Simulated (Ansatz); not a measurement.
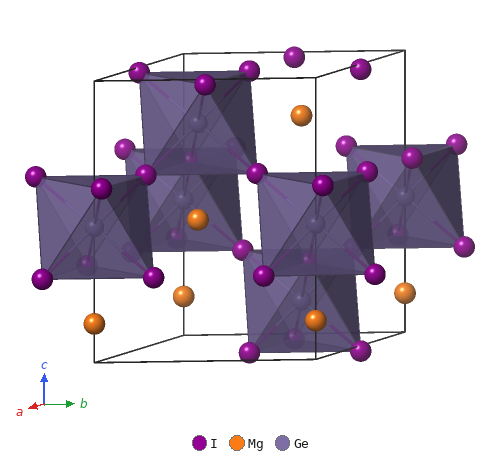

Polyhedra are drawn about Ge (bonds: Ge–I below 3.1 Å); other atoms are plain spheres.

The compound is MgGeI3 (space group R3m, No. 160), taken as the geometry relaxed (final pressure about 5 GPa) with DFT, PAW plane waves, r2scan in Ansatz 0.2.0; the starting structure was generated, so it need not be a known form of this composition.

> What figure surrounds each Ge atom, and what does it share with the other drawn polyhedra?

Ge: GeI6 octahedron, sharing corners with six neighbours.

> How do these polyhedra hang together as a whole?

They form a three-dimensional framework of corner-sharing octahedra.
